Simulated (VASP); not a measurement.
Shape and ions are relaxed at each volume.

Energy against volume of Re (hcp). Calculation: PBE GGA with D3 dispersion (zero damping), VASP's PBE PAW potentials (set 64) (plane waves; VASP).

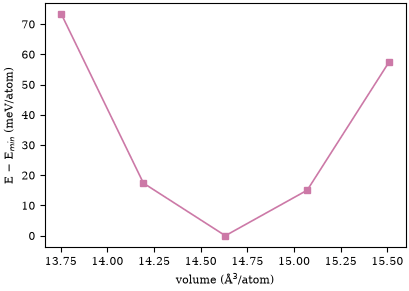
Energy against volume

Question: Estimate the equilibrium volume and the bulk modulus.

Answer: The minimum lies near 14.6 Å³/atom, and the curvature gives B0 of about 390 GPa.

Measured: bulk modulus 369 GPa at 0 K (computed value off by +6.7 %), as given by Vázquez-Parga, Fernández-Martínez, Viñes, J. Chem. Theory Comput. (2023), doi:10.1021/acs.jctc.3c00612, Supporting … [zero-point energy and finite temperature contributions removed].

The compound is Re in the hcp structure. It was relaxed first.
